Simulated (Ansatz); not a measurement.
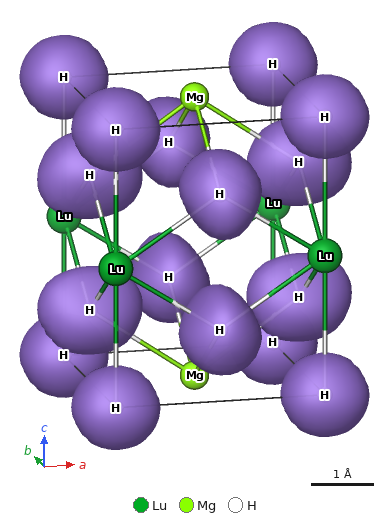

The picture shows: LuMgH₅. Isosurface of the ELF at 0.75 (purple), seen slightly off an axis. Only the valence region is drawn (cores and ρ < 0.01 e/Å³ removed). Sticks mark near contacts.

Space group P4/mmm; a structure from a database of computed crystals, not necessarily the ambient phase; started from the SiSnPd5-123 prototype, which need not be the ambient phase.

Method: DFT, PBEsol, plane waves, PAW in Ansatz 0.2.0.

Question: Identify the bonds, lone pairs and shells in this picture.

Answer: The surface consists of five regions around hydrogen nuclei, counted in one cell of 7 atoms. Regions shared between cells count once.

Values along the shortest contacts:
Lu–H (2.08 Å): the ELF climbs to about 1 towards the hydrogen: a hydride-like H with a filled shell, bound largely ionically. Mg–H (2.12 Å): the ELF climbs to about 1 towards the hydrogen (a hydride-like H with a filled shell, bound largely ionically).
